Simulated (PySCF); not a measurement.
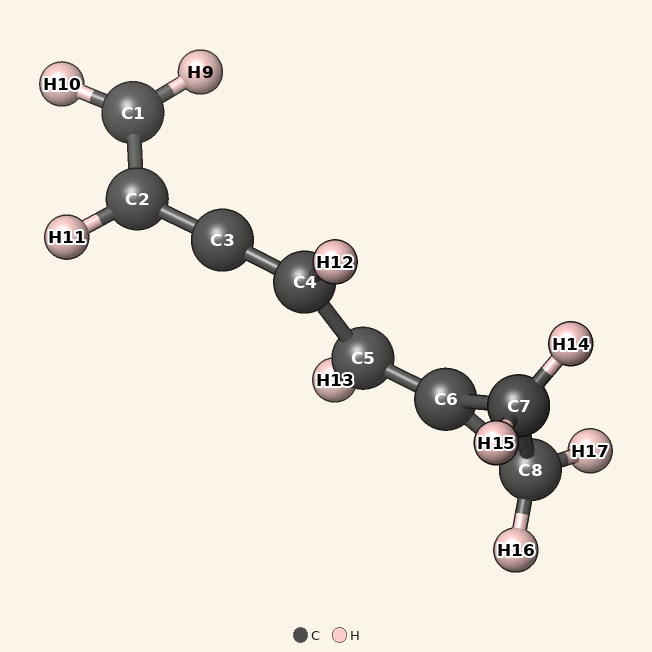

State: neutral, doublet. The computed structure is the end point of a GFN2-xTB optimisation. No frequency run is at hand to confirm it as a minimum. Level of theory: UKS B3LYP, pcH-1 on C H, non-relativistic (PySCF 2.14.0). Fermi-contact and spin-dipolar terms alone, no spin-orbit part.

Question. Which nucleus has the largest dipolar (anisotropic) hyperfine coupling?

Answer. 13C at C1: principal values −54.9, −53.3, 108.2 MHz.

List the isotropic and dipolar parts for the most strongly coupled nuclei, one of each equivalent set.

```
atom  isotope  a_iso (MHz)   dipolar part (MHz)
  C1      13C         62.6  −54.9, −53.3, 108.2
  C3      13C         54.0   −54.2, −38.9, 93.1
  C2      13C        −50.9    −27.5, 10.6, 16.9
 H10       1H        −44.2    −26.9, −0.3, 27.2
  H9       1H        −43.1    −23.4, −1.7, 25.1
  C4      13C        −36.2       −9.8, 2.6, 7.2
 H11       1H         17.1      −5.3, −0.9, 6.2
 H12       1H        102.6      −3.3, −2.5, 5.8
```
